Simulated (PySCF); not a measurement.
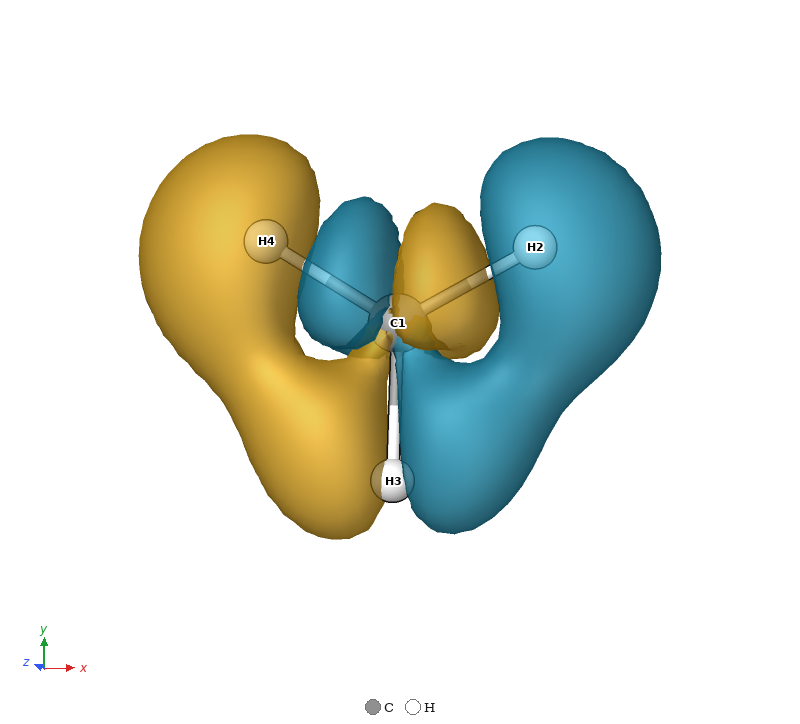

Figure. CH$_{3}$, charge +1, SMILES `[CH3+]`. Change of the electron density in a uniform field of 0.21 V/Å, surfaces at ±0.001 e/Å³ (yellow: gain, teal: loss).

Computed with PySCF, HF/aug-cc-pVDZ, geometry: GFN2-xTB. No frequency check shows the geometry to be a minimum.

The field was applied in both directions; the picture shows the one opposite to the script's first.

Along which Cartesian direction does the field point?

Along +x: electrons gather on the −x side, against the field.

How large is the response?

The induced dipole is 0.10 D (along the field); α along this axis, from the fields in both directions, is 10 bohr³ (1.5 Å³).
